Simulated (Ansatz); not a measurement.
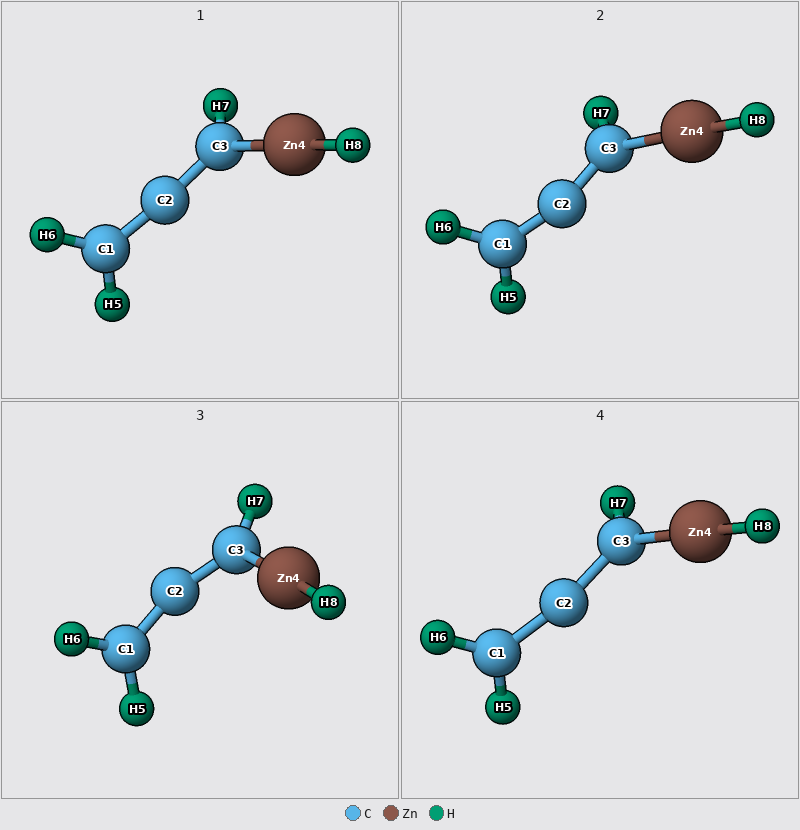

C₃H₄Zn, SMILES C=C=[CH][ZnH]. Coordinates scanned: (1) angle C1–C2–C3 (carried through 180); (2) change of the bonds C2–C1, C2–C3, all alike. Nothing is relaxed (all other coordinates rigid). The scan uses a 9 × 9 grid. Points are written as (first, second). Energies: kJ/mol, counted from the relaxed molecule at the same level. Level of theory: RKS r2SCAN-D4/def2-SVP in Ansatz 0.2.0.

The numbered pictures are structures from this grid.

### Rank them by energy, lowest first.

1, at (190°, −0.007 Å): 8 kJ/mol; 3, at (150°, −0.007 Å): 39 kJ/mol; 2, at (210°, −0.053 Å): 79 kJ/mol; 4, at (200°, 0.131 Å): 106 kJ/mol.

The map, with the structures marked:

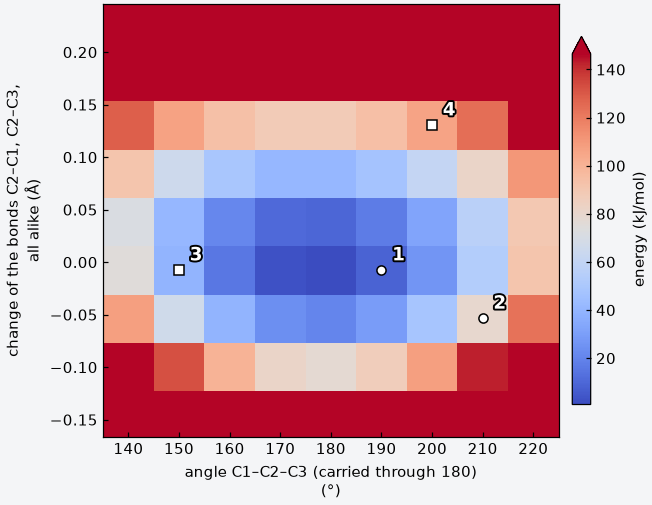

The picture shows one coloured cell a grid point, one colour for all values above the top of the scale.
